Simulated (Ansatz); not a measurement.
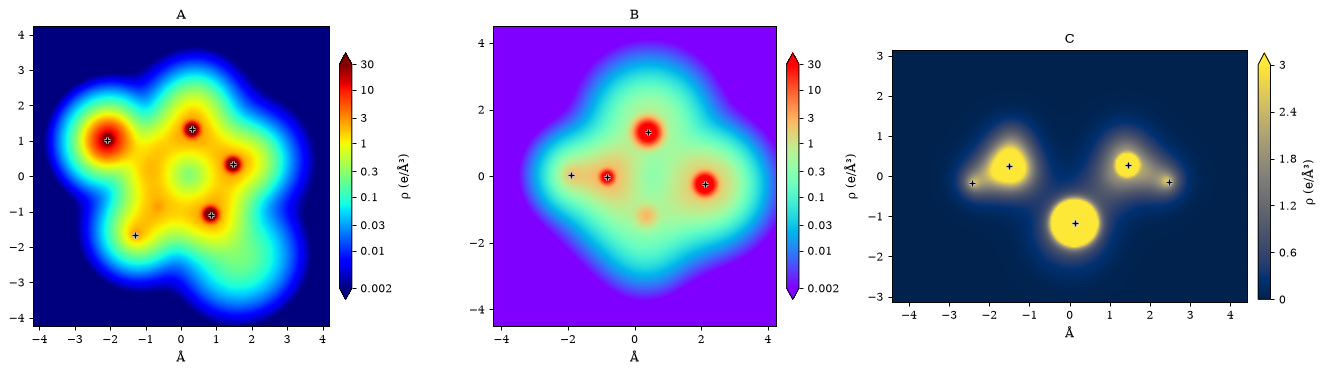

The electron density of 3 systems, each on a plane through atoms (crosses mark nuclei in the plane).

Theory: Ansatz 0.2.0, isolated molecule in a Gaussian basis; Kohn-Sham density functional theory, functional PBE0.

System 1: CH2SSi2, the plane of atoms C1, Si3 and S2. Geometry: PBE0-D3(BJ)/pcseg-1.

```xyz
6

C    -0.7455    0.0562    0.6811
S    -2.8912    1.7228   -0.5039
Si   -2.0629    0.9792    1.5482
Si   -1.5782    0.1601   -0.8335
H    -0.0149   -0.6312    1.1033
H    -1.7184   -0.7634   -1.9987
```

System 2: CH6GeN (SMILES [CH3][Ge][NH3+]) (charge +1), the plane of atoms Ge2, C1 and H4. Geometry: B3LYP-D3(BJ)/def2-SVP.

```xyz
9

C    -1.7576    1.9875   -0.3107
Ge   -2.0012    0.0351   -0.2483
N    -0.1308   -0.2117    0.8375
H    -2.5603    2.4493   -0.9072
H    -1.8034    2.4110    0.7114
H    -0.7834    2.2739   -0.7475
H    -0.0515   -1.1415    1.2664
H     0.0010    0.4833    1.5834
H     0.6770   -0.1113    0.2082
```

System 3: C5H6ClF3, the plane of atoms C1, C2 and C3. Geometry: B3LYP-D3(BJ)/def2-SVP.

```
atom    x (Å)    y (Å)    z (Å)
   C  -0.6095  -2.5630  -0.1623
   C  -1.4088  -1.3832   0.4058
   C  -1.1000  -0.1699  -0.5126
   C  -0.3822  -0.7482  -1.7358
   C   0.3898  -1.9000  -1.1211
  Cl  -2.5743   0.7703  -0.9554
   F  -1.4356  -3.3770  -0.9142
   F   1.4233  -1.4121  -0.3605
   F   0.9146  -2.7577  -2.0173
   H  -0.0947  -3.1803   0.5895
   H  -1.1475  -1.1668   1.4503
   H  -2.4750  -1.6424   0.3666
   H  -0.4439   0.5406   0.0036
   H  -1.1124  -1.1685  -2.4424
   H   0.2657  -0.0326  -2.2584
```

Question: Which map belongs to which system?

Answer: Panel A is system 3, C5H6ClF3: the plane holds C, F and H. C–C (1.53 Å): the density is about 1.7 e/Å³ at the midpoint. Panel B is system 1, CH2SSi2: the plane holds C, S, Si and H. C–H (1.09 Å): ρ is about 2 e/Å³ halfway. Panel C is system 2, CH6GeN: the plane holds C, Ge, N and H. C–Ge (1.97 Å): the density is about 0.88 e/Å³ at the midpoint.
